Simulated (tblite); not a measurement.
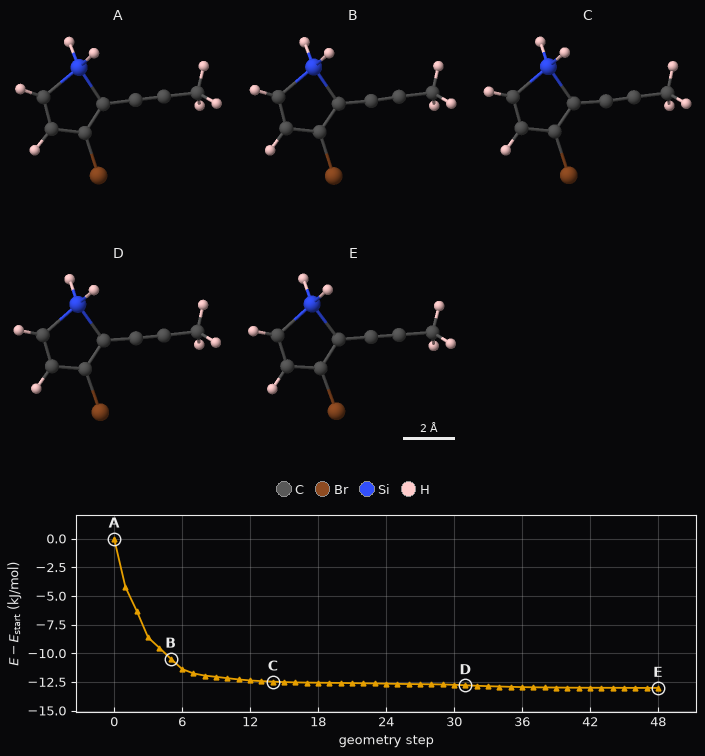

Frames of a relaxation of C₇H₇BrSi, marked on the history of the run. A ball-and-stick model, seen at a tilt.

The calculation used GFN2-xTB geometry optimisation, gas phase in tblite 0.8.0. 

Question: Describe the path.

Answer: The largest move after the best rigid fit is that of an H atom, 0.18 Å. By element the largest moves are H 0.18 Å, Br 0.15 Å, C 0.11 Å, Si 0.11 Å. Among the contacts that change: Br–C 1.858 → 1.908 Å, C–Si 1.871 → 1.905 Å, H–Si 1.491 → 1.461 Å, C–C 1.463 → 1.447 Å. Among the angles between lasting bonds that change: C–C–Si 121.3° → 127.3°, Si–C–H 122.5° → 128.3°, C–C–H 127.2° → 121.9°. Over 48 geometry steps the energy falls by 13.0 kJ/mol. From step 0 to 5: C and H atoms move most (0.05 Å), energy −10.5 kJ/mol. From step 5 to 14: an H atom moves most (0.08 Å), energy −2.00 kJ/mol. From step 14 to 31: the Br atom moves most (0.08 Å), energy −0.32 kJ/mol. From step 31 to 48: an H atom moves most (0.07 Å), energy −0.23 kJ/mol.

```tsv
step	E − E(0), kJ/mol
0	0.00
1	-4.23
2	-6.31
3	-8.62
4	-9.53
5	-10.47
6	-11.37
7	-11.75
8	-11.94
9	-12.05
10	-12.17
12	-12.37
14	-12.47
16	-12.54
18	-12.56
20	-12.58
22	-12.61
24	-12.64
26	-12.68
28	-12.70
30	-12.74
32	-12.83
34	-12.89
36	-12.95
38	-12.97
40	-12.99
42	-13.00
44	-13.01
46	-13.01
48	-13.02
```
